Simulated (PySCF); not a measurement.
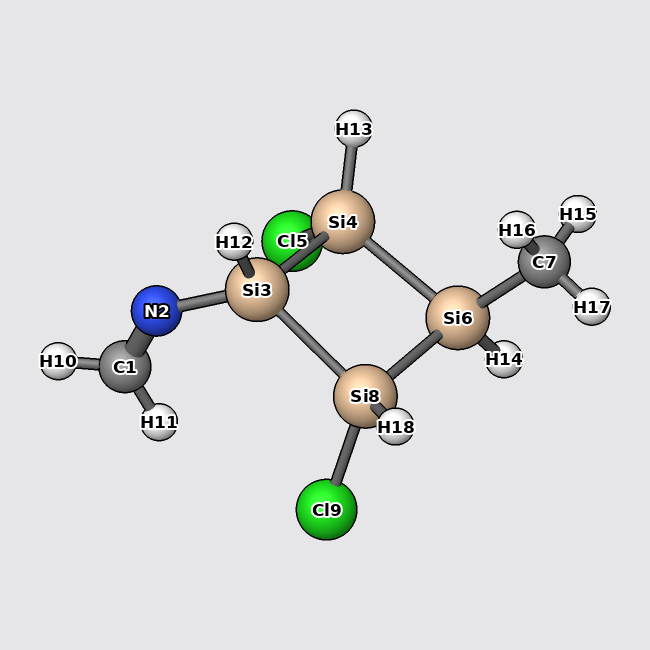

The thickness of each stick grows with its Mayer bond order. The geometry was computed by an optimisation with GFN2-xTB. No frequency run is at hand to confirm it as a minimum. Method: PBE0/pcSseg-1 (PySCF 2.14.0).

List the Mayer bond orders of C1–N2, N2–Si3, Si3–Si4, Si3–Si8, Si4–Cl5, Si4–Si6, Si6–C7, Si6–Si8, Si8–Cl9 (bonds between heavy atoms, one of each equivalent set).

```tsv
bond	Mayer order	length (Å)
C1–N2	1.92	1.254
N2–Si3	1.01	1.714
Si3–Si4	0.80	2.385
Si3–Si8	0.76	2.387
Si4–Cl5	0.92	2.054
Si4–Si6	0.84	2.386
Si6–C7	0.92	1.907
Si6–Si8	0.84	2.386
Si8–Cl9	0.89	2.064
```

The geometry is semi-empirical. Around Si such bond lengths and angles can be off by a tenth of an ångström or more and by several degrees, and values that hang on the shape move with them.
